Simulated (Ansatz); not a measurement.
Cl$_{3}$FHf···Cl (doublet)

The calculation's input:

```
crystal:
  periodic: [false, false, false]
  atoms:
    - { symbol: Hf, position_ang: [-0.000989, 0.0, -0.597997] }
    - { symbol: F, position_ang: [0.020195, 0.0, 2.570543] }
    - { symbol: Cl, position_ang: [2.327981, 0.0, -0.805059] }
    - { symbol: Cl, position_ang: [-1.16527, 2.01702, -0.804543] }
    - { symbol: Cl, position_ang: [-1.16527, -2.01702, -0.804543] }
    - { symbol: Cl, position_ang: [-0.014046, 0.0, 4.184] }
magnetization:
  spin_polarized: true
  initial_magnetization: 1
basis:
  gaussian: { orbitals: def2-SVP }
hamiltonian:
  xc: pbe
relax:
  f_tol: 0.03
  max_steps: 50
output:
  orbitals: {}
```

Launched as:

```sh
ansatz run input.yaml --threads 4 --pin off --max-ram 5120MiB --backend cpu --events-out ev --progress --plain --runs-dir out
```

The fields are those of the run's last geometry, not of the input's.

Core potentials replace the inner electrons of Hf.

Method: UKS PBE/def2-SVP in Ansatz 0.2.0.

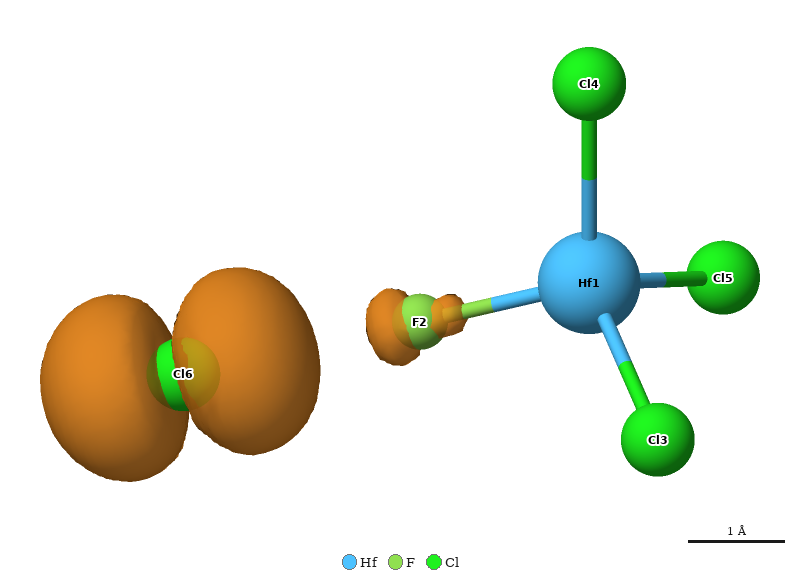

Figure 1. Isosurface of the spin density (α minus β) at +0.03 e/Å³ (orange), seen at a tilt.

**Which atoms carry the spin?**

The unpaired spin (1 electron) lies mostly on Cl6 (about 1.0), in electrons by Hirshfeld's partition.

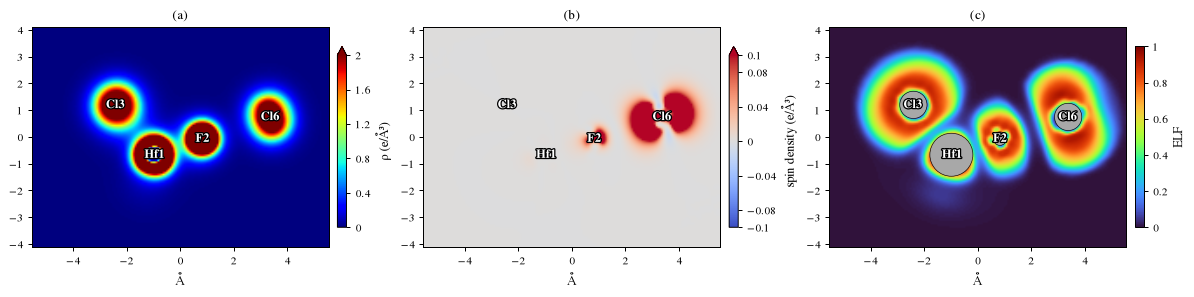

Figure 2. (a) electron density; (b) spin density (α minus β); (c) ELF on the plane of atoms F2, Hf1 and Cl3. Grey discs cover the atomic cores in the ELF map.

**What does the map show?**

Atoms in the plane: Hf, F and Cl.
Cl6···F2 (2.67 Å): the density falls to about 0.12 e/Å³ on the way; the ELF dips to about 0.05 between them.
Hf–F (1.91 Å): ρ at the midpoint is about 0.88 e/Å³; the ELF peaks at about 0.85 in the valence shell of F, 0.5 Å from its nucleus, and drops to about 0.25 between the two atoms.
Hf–Cl (2.34 Å): ρ at the midpoint is about 0.59 e/Å³; the ELF peaks at about 0.85 in the valence shell of Cl, 0.8 Å from its nucleus, and is about 0.35 at the midpoint.

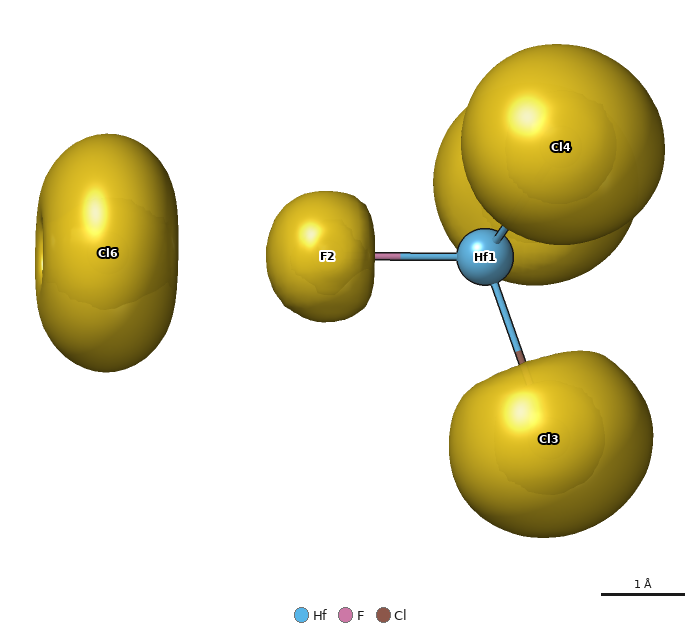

Figure 3. Isosurface of the electron localisation function at 0.75 (yellow), seen across its widest extent. Only the valence region is drawn (cores and ρ < 0.01 e/Å³ removed).

**Identify the bonds, lone pairs and shells in this picture.**

The surface consists of four regions wrapped around Cl (the valence shell of each) and one region wrapped around F (its valence shell).

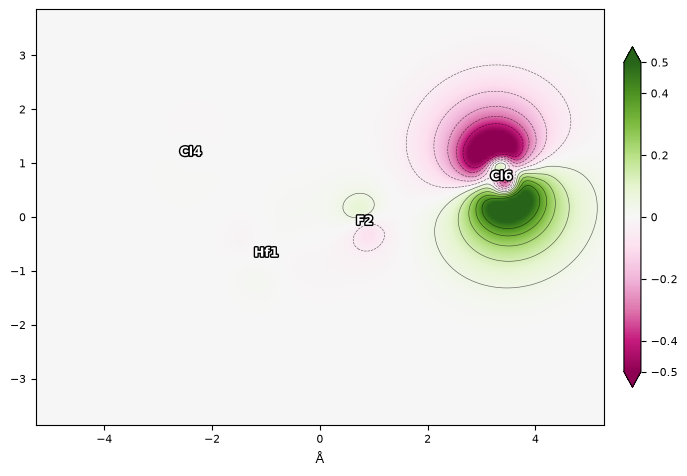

Figure 4. The HOMO (β) on the plane of atoms F2, Hf1 and Cl4 (values in Å⁻³ᐟ²; the overall sign is arbitrary).

**Where does this orbital lie, and at what energy?**

It lies mainly on Cl6 (about 100 %); largely a lone pair of Cl6. It is one of a degenerate set, so its orientation is arbitrary. Its energy is −7.20 eV.
